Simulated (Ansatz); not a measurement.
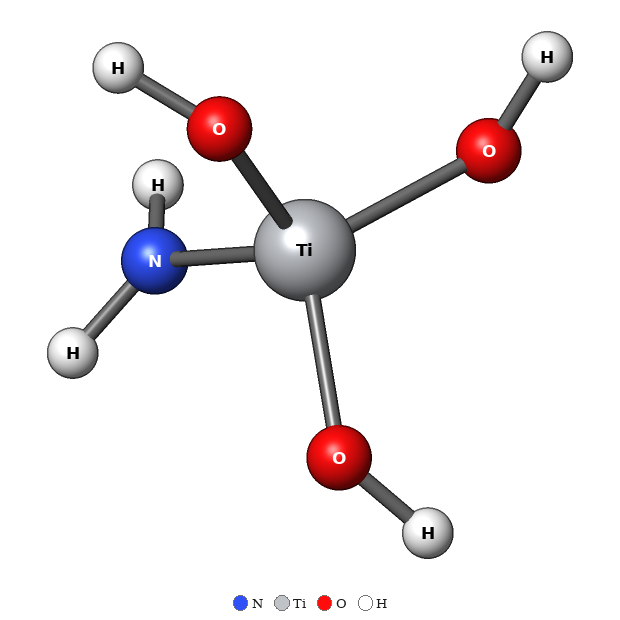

The species is neutral and a spin singlet. Harmonic vibrations computed with RKS PBE0-D4/def2-TZVP (Ansatz 0.2.0) at a stationary point of the same level.

> Minimum or transition state?

A minimum: no imaginary frequency, and the lowest mode lies at 141 cm⁻¹.

> List the wavenumbers.

24 modes: 141, 164, 175, 195, 216, 245, 278, 281, 344, 387, 452, 455, 498, 535, 697, 739, 773, 790, 1523, 3569, 3674, 3931, 3933, 3937 cm⁻¹.
